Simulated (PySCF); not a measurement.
Si(OH)(OMe)(SH)2, SMILES CO[Si](O)(S)S (CH6O2S2Si), singlet at its PBE0/def2-SVP optimised geometry (Å):

```
12

C      0.9712    -1.2438    -0.2682
O      0.1262    -0.1566     0.0000
Si    -1.5224    -0.1566     0.0000
O     -2.0089     1.4151     0.0000
S     -2.4213    -0.9671    -1.7572
S     -2.0728    -1.2800     1.7393
H      0.9034    -2.0182     0.5164
H      2.0089    -0.8810    -0.3047
H      0.7324    -1.7098    -1.2404
H     -1.4489     2.0182     0.5005
H     -2.3473    -2.2386    -1.3078
H     -3.3952    -1.2518     1.4637
```

Calculation: PBE0/def2-TZVP run with PySCF. Cells within 0.4 Å of a nucleus heavier than hydrogen are left out (blank, or x).

Map of the log10 of the electron density (e/bohr³), floored at −4 on the plane z = 1.5 Å:

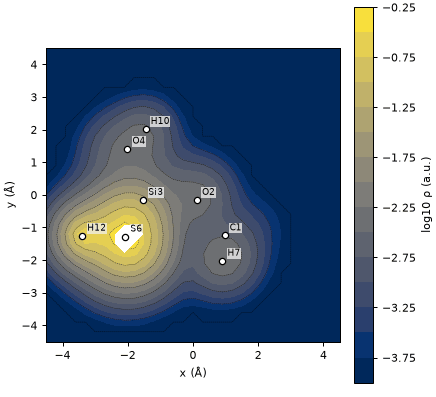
Log10 of the electron density (e/bohr³), floored at −4 on the plane z = 1.5 Å.
